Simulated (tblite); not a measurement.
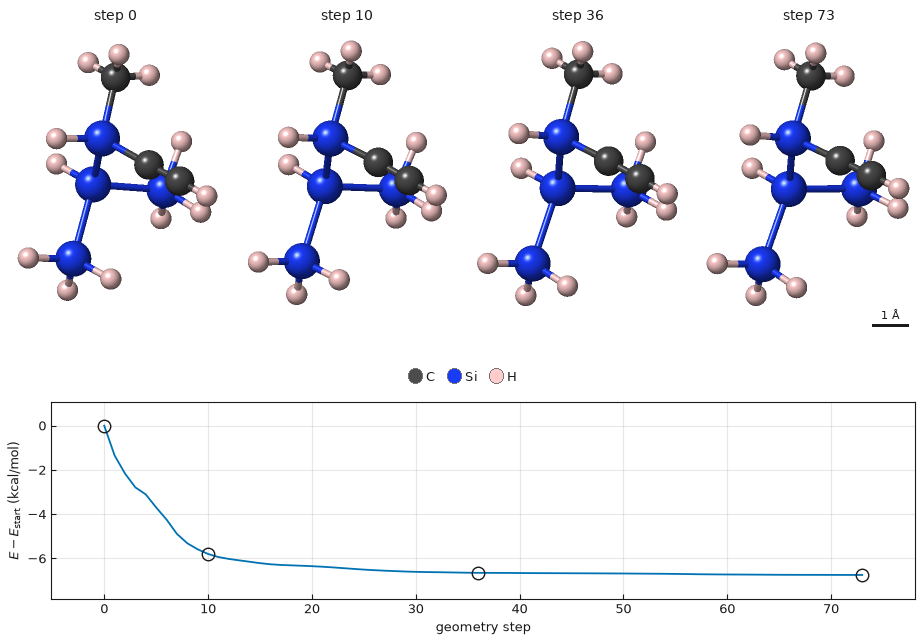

Frames of a relaxation of C3H12Si4, marked on the history of the run. A ball-and-stick model, seen from a free direction.

Method: GFN2-xTB geometry optimisation, gas phase (tblite 0.8.0). 

> What happens along the run?

The largest move after the best rigid fit is that of an H atom, 0.32 Å. By element the largest moves are H 0.32 Å, Si 0.19 Å, C 0.18 Å. Among the contacts that change: C–Si 1.833 → 1.905 Å, Si–Si 2.267 → 2.328 Å, Si–Si 2.294 → 2.344 Å, H–Si 1.493 → 1.465 Å. Bond angles that change, for instance: Si–Si–H 108.2° → 116.9°, Si–Si–Si 107.0° → 114.0°, C–Si–C 112.6° → 106.3°. The energy falls by 6.74 kcal/mol in 73 geometry steps. From step 0 to 10: an H atom moves most (0.18 Å), energy −5.80 kcal/mol. From step 10 to 36: an H atom moves most (0.20 Å), energy −0.85 kcal/mol. From step 36 to 73: an H atom moves most (0.21 Å), energy −0.10 kcal/mol.

```csv
step,"E − E(0), kcal/mol"
0,0.00
1,-1.35
2,-2.16
3,-2.79
4,-3.11
5,-3.69
6,-4.24
7,-4.89
8,-5.31
9,-5.59
10,-5.80
13,-6.09
17,-6.29
20,-6.35
23,-6.44
27,-6.55
30,-6.60
33,-6.63
37,-6.65
40,-6.66
43,-6.66
46,-6.67
50,-6.68
53,-6.69
56,-6.70
60,-6.72
63,-6.73
66,-6.74
70,-6.74
73,-6.74
```
